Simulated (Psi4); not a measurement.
# AlCl2F (SMILES [F][Al]([Cl])[Cl]): B3LYP/6-31G(d) (spherical functions)

Aim: the vertical electron affinity of AlCl2F at B3LYP/6-31G* (spherical functions), from 2 runs. 

Program for the calculation: Psi4 1.11.

## (1) Starting point

The species is AlCl2F (4 atoms), meant as a singlet with charge 0. As SMILES, `[F][Al]([Cl])[Cl]`. Geometry: relaxed at PBE0-D4/def2-TZVP.

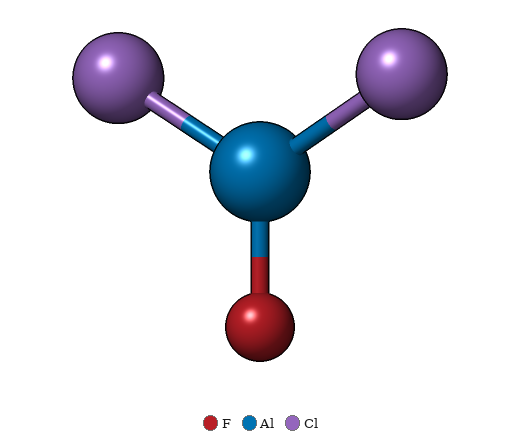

The structure, seen from a chosen angle (fluorine red, aluminium blue, chlorine purple).

## (2) Energy and gradient at B3LYP/6-31G(d) (spherical functions)

job.py

```python
import psi4

psi4.set_memory(2200000000)
psi4.set_num_threads(1)
psi4.core.set_output_file('alcl2f.out', False)

molecule = psi4.geometry("""
F      0.087420     0.388220     1.682350
Al     0.004800     0.021530     0.093600
Cl     1.223040    -1.463690    -0.663450
Cl    -1.315270     1.053930    -1.112510
symmetry c1
no_reorient
no_com
""")

psi4.set_options({
    'basis': '6-31G*',
    'reference': 'rks',
    'puream': True,
    'e_convergence': 1e-09,
    'd_convergence': 1e-08,
    'scf_type': 'pk',
    'dft_radial_points': 99,
    'dft_spherical_points': 590,
})

e_tot, wfn = psi4.gradient('B3LYP', molecule=molecule, return_wfn=True)
psi4.oeprop(wfn, 'WIBERG_LOWDIN_INDICES', 'MULLIKEN_CHARGES', 'LOWDIN_CHARGES', title='B3LYP')
print('gradient / Eh bohr^-1')
print(e_tot.np.round(6))
print(f'energy = {wfn.energy():.10f} Eh')
for k, v in sorted(psi4.core.scalar_variables().items()):
    print(f'{k:45s} {v:18.10f}')
```

Command:

```bash
python job.py
```

alcl2f.out:

```text
[...]
  Running in c1 symmetry.
[...]
  Nuclear repulsion =  244.295361750994289
[...]
  Multiplicity = 1
[...]
  Nalpha       = 28
  Nbeta        = 28
[...]
    Number of basis functions: 68
[...]
   @RKS iter   1: -1262.75914179108645   -2.93387e-01   7.68295e-03 DIIS/ADIIS
[...]
   @RKS iter  10: -1262.87088247930978   -6.13909e-12   4.79048e-09 DIIS
[...]
    Orbital Energies [Eh]
    ---------------------
    Doubly Occupied:
       1A   -101.537552     2A   -101.537551     3A    -56.130300
       4A    -24.686504     5A     -9.471938     6A     -9.471934
       7A     -7.231453     8A     -7.231433     9A     -7.227202
      10A     -7.227187    11A     -7.226386    12A     -7.226379
      13A     -4.223200    14A     -2.779275    15A     -2.774742
      16A     -2.774162    17A     -1.167936    18A     -0.843953
      19A     -0.832995    20A     -0.491911    21A     -0.435386
      22A     -0.434566    23A     -0.430061    24A     -0.394102
      25A     -0.364099    26A     -0.360865    27A     -0.350833
      28A     -0.340020
[...]
  @RKS Final Energy: -1262.87088247930978
   => Energetics <=
    Nuclear Repulsion Energy =            244.2953617509942887
    One-Electron Energy =               -2234.6908791755658967
    Two-Electron Energy =                 796.6866712041112351
    DFT Exchange-Correlation Energy =     -69.1620362588494686
    Empirical Dispersion Energy =           0.0000000000000000
    VV10 Nonlocal Energy =                  0.0000000000000000
    Total Energy =                      -1262.8708824793097847
[...]
 Multipole Moments:
 ------------------------------------------------------------------------------------
     Multipole            Electronic (a.u.)      Nuclear  (a.u.)        Total (a.u.)
 ------------------------------------------------------------------------------------
 L = 1.  Multiply by 2.5417464519 to convert [e a0] to [Debye]
 Dipole X            :          1.3555778           -1.3582029           -0.0026250
 Dipole Y            :          6.0209730           -6.0321003           -0.0111273
 Dipole Z            :         26.0938858          -26.1412807           -0.0473949
 Magnitude           :                                                    0.0487543
[...]
  -Total Gradient:
     Atom            X                  Y                   Z
    ------   -----------------  -----------------  -----------------
       1       -0.000400980618    -0.001787181274    -0.007755065287
       2        0.000008444347     0.000048765608     0.000241828415
       3       -0.004307993156     0.005335863154     0.002956640481
       4        0.004700161716    -0.003599073440     0.004549569363
[...]
  Mulliken Charges: (a.u.)
   Center  Symbol    Alpha    Beta     Spin     Total
       1     F     4.71429  4.71429  0.00000 -0.42859
       2    AL     6.08949  6.08949  0.00000  0.82102
       3    CL     8.59811  8.59811  0.00000 -0.19622
       4    CL     8.59811  8.59811  0.00000 -0.19622
   Total alpha = 28.00000, Total beta = 28.00000, Total charge = -0.00000
  Lowdin Charges: (a.u.)
   Center  Symbol    Alpha    Beta     Spin     Total
       1     F     4.60867  4.60867  0.00000 -0.21735
       2    AL     6.30770  6.30770  0.00000  0.38459
[...]
```

On the terminal:

```text
gradient / Eh bohr^-1
[[-4.010e-04 -1.787e-03 -7.755e-03]
 [ 8.000e-06  4.900e-05  2.420e-04]
 [-4.308e-03  5.336e-03  2.957e-03]
 [ 4.700e-03 -3.599e-03  4.550e-03]]
energy = -1262.8708824793 Eh
CURRENT ENERGY                                  -1262.8708824793
CURRENT REFERENCE ENERGY                        -1262.8708824793
DD SOLVATION ENERGY                                 0.0000000000
DFT FUNCTIONAL TOTAL ENERGY                     -1262.8708824793
DFT TOTAL ENERGY                                -1262.8708824793
DFT VV10 ENERGY                                     0.0000000000
DFT XC ENERGY                                     -69.1620362588
GRID ELECTRONS ALPHA                               28.0000006414
GRID ELECTRONS BETA                                28.0000006414
GRID ELECTRONS TOTAL                               56.0000012828
NUCLEAR REPULSION ENERGY                          244.2953617510
ONE-ELECTRON ENERGY                             -2234.6908791756
PCM POLARIZATION ENERGY                             0.0000000000
PE ENERGY                                           0.0000000000
SCF ITERATION ENERGY                            -1262.8708824793
SCF ITERATIONS                                     10.0000000000
SCF TOTAL ENERGY                                -1262.8708824793
TWO-ELECTRON ENERGY                               796.6866712041
XC GRID RADIAL POINTS                              99.0000000000
XC GRID SPHERICAL POINTS                          590.0000000000
XC GRID TOTAL POINTS                           221826.0000000000
```

It took 9.9 s on 1 thread of Intel Xeon Platinum 8488C (Sapphire Rapids), shared host; peak memory 0.58 GiB.

## (3) The doublet anion: a single-point energy at UB3LYP/6-31G(d) (spherical functions)

input.inp

```
memory 2.2 GB

molecule {
  -1 2
  F      0.087420     0.388220     1.682350
  Al     0.004800     0.021530     0.093600
  Cl     1.223040    -1.463690    -0.663450
  Cl    -1.315270     1.053930    -1.112510
  symmetry c1
}

set {
  reference uks
  puream true
  e_convergence 1e-09
  d_convergence 1e-08
  scf_type pk
  dft_radial_points 99
  dft_spherical_points 590
  maxiter 100
}

e, wfn = energy('b3lyp/6-31G*', return_wfn=True)
oeprop(wfn, 'QUADRUPOLE', 'DIPOLE', 'MAYER_INDICES')
```

Command:

```bash
psi4 input.inp input.out -n 1
```

input.out:

```text
[...]
  Running in c1 symmetry.
[...]
  Nuclear repulsion =  244.295361750994289
[...]
  Multiplicity = 2
[...]
  Nalpha       = 29
  Nbeta        = 28
[...]
    Number of basis functions: 68
[...]
   @UKS iter   1: -1262.67770920300200   -2.11955e-01   8.97411e-03 DIIS/ADIIS
[...]
   @UKS iter  11: -1262.85713005356911   -2.18279e-11   8.86861e-09 DIIS
[...]
   @S^2 Observed:                7.519336928E-01
[...]
    Orbital Energies [Eh]
    ---------------------
    Alpha Occupied:
       1A   -101.323477     2A   -101.323476     3A    -55.875088
       4A    -24.463908     5A     -9.259280     6A     -9.259277
       7A     -7.017991     8A     -7.017971     9A     -7.014675
      10A     -7.014660    11A     -7.014107    12A     -7.014101
      13A     -3.970386    14A     -2.523228    15A     -2.522770
      16A     -2.521740    17A     -0.949185    18A     -0.636565
      19A     -0.626778    20A     -0.279277    21A     -0.227007
      22A     -0.222158    23A     -0.213137    24A     -0.188274
      25A     -0.160495    26A     -0.159605    27A     -0.147971
      28A     -0.139324    29A      0.086992
    Alpha Virtual:
[...]
  @UKS Final Energy: -1262.85713005356911
   => Energetics <=
    Nuclear Repulsion Energy =            244.2953617509942887
    One-Electron Energy =               -2246.9145521266937067
    Two-Electron Energy =                 809.1252032625712900
    DFT Exchange-Correlation Energy =     -69.3631429404407811
    Empirical Dispersion Energy =           0.0000000000000000
    VV10 Nonlocal Energy =                  0.0000000000000000
    Total Energy =                      -1262.8571300535691080
[...]
 Multipole Moments:
 ------------------------------------------------------------------------------------
     Multipole            Electronic (a.u.)      Nuclear  (a.u.)        Total (a.u.)
 ------------------------------------------------------------------------------------
 L = 1.  Multiply by 2.5417464519 to convert [e a0] to [Debye]
 Dipole X            :          0.0377214           -0.0483080           -0.0105866
 Dipole Y            :          0.1648230           -0.2145795           -0.0497565
 Dipole Z            :          0.7109136           -0.9299528           -0.2190392
 Magnitude           :                                                    0.2248687
 L = 2.  Multiply by 1.3450342976 to convert [e a0^2] to [Debye ang]
 Quadrupole XX       :       -235.3091310          196.0436786          -39.2654524
 Quadrupole XY       :        195.9555587         -191.8809768            4.0745819
[...]
```

Run time: 9.6 s. Hardware: 1 thread of Intel Xeon Platinum 8488C (Sapphire Rapids), shared host; peak memory 0.58 GiB.

## (4) What came out

At B3LYP/6-31G* (spherical functions):

| quantity | value |
| --- | --- |
| singlet AlCl2F: total energy | -1262.87088 Eh |
| singlet AlCl2F: dipole moment | 0.12 D |
| singlet AlCl2F: HOMO energy | -9.25 eV |
| singlet AlCl2F: LUMO energy | -1.61 eV |
| singlet AlCl2F: HOMO–LUMO gap | 7.64 eV |
| singlet AlCl2F: largest force on an atom | 0.410 eV/Å |
| doublet anion: total energy | -1262.85713 Eh |
| doublet anion: HOMO energy (highest over α and β) | 2.37 eV |
| doublet anion: LUMO energy (lowest over α and β) | 3.98 eV |
| doublet anion: ⟨S²⟩ | 0.752 |
| vertical electron affinity (to the doublet anion) | -0.374 eV |

In words: The anion lies 0.37 eV (36.1 kJ/mol) above the neutral: the electron isn't bound at this level, and such a value depends on the basis. Without diffuse functions anions come out too high. The largest force (singlet AlCl2F) is 0.41 eV/Å: the shape isn't a stationary point for this species at this level. The HOMO (doublet anion) lies at positive energy, 2.37 eV; only total energies tell whether the electron is bound.
